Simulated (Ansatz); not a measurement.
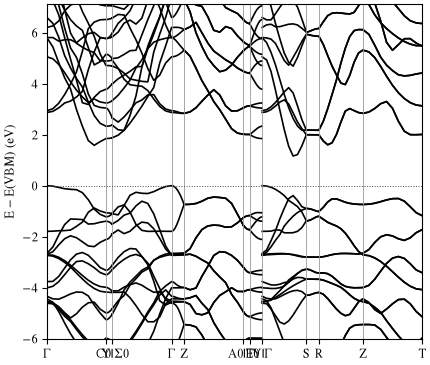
Figure. Band structure from plane-wave PAW LDA (Ansatz code)

Problem. Read off the gap and where the band edges lie.

Solution. About 1.1 eV (1.13 eV by a search for the band edges); maximum at Γ, minimum on the Γ–S line, 74 % of the way from Γ.

Problem. Pick the material that matches.
(A) SnO, Cmce (Sn on 8f, O on 8f)
(B) Cl, molecular I2 type
(C) Ag2S, Cmcm (Ag on 4b, Ag on 4c, S on 4c)

Solution. A, SnO, Cmce (Sn on 8f, O on 8f)

The workflow started from a Materials Project entry (that database holds measured and hypothetical structures alike); the Crystallography Open Database copy checked does not list it. It is not the phase usual at ambient conditions (space group No. 129). The LDA relaxation kept the symmetry of its start; its stability against distortions is not shown here. A crystal of weakly bound layers computed without a dispersion correction: the cell and the soft elastic constants depend strongly on that. Point labels and valley counts follow the cell and symmetry of the run, lower than the named group. Scalar-relativistic: spin–orbit coupling is off unless named, which matters more the heavier the elements.

Potentials: the later of the program's two PAW sets.
